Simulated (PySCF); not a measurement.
SMILES OB(O)[SiH2][Si](C)(C)C at its GFN2-xTB optimised geometry (Å):

```
21

C      0.5242    -2.0901    -1.5360
Si     1.1046    -1.1079     0.0000
C      0.5343    -2.0888     1.5440
C      3.0183    -1.1079     0.0000
Si     0.2149     1.0467     0.0000
B     -1.7285     1.1403     0.3367
O     -2.3962     2.1155     1.0185
O     -2.4843     0.1277    -0.1445
H     -0.5605    -2.1077    -1.5886
H      0.8880    -1.6366    -2.4534
H      0.8701    -3.1203    -1.5199
H      0.8659    -1.6110     2.4617
H      0.9198    -3.1048     1.5478
H     -0.5496    -2.1503     1.5803
H      3.4096    -0.6000     0.8761
H      3.4249    -2.1155    -0.0043
H      3.4072    -0.5935    -0.8733
H      0.9406     1.9079     0.9693
H      0.5643     1.7198    -1.2699
H     -1.8827     2.8420     1.3652
H     -3.4249     0.2066     0.0320
```

Method: B3LYP/def2-SVP run with PySCF. Cells within 0.4 Å of a nucleus heavier than hydrogen are left out (blank, or x).

Map of the log10 of the electron density (e/bohr³), floored at −4 on the plane z = 1.5 Å:

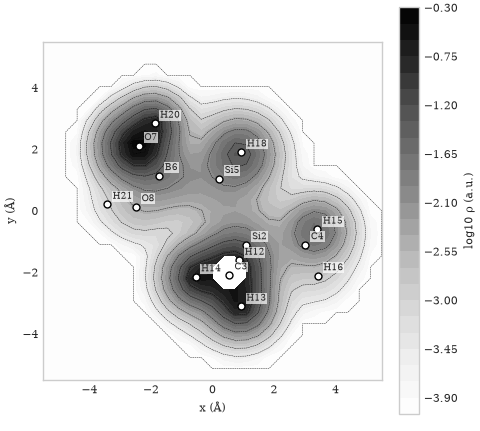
Log10 of the electron density (e/bohr³), floored at −4 on the plane z = 1.5 Å.
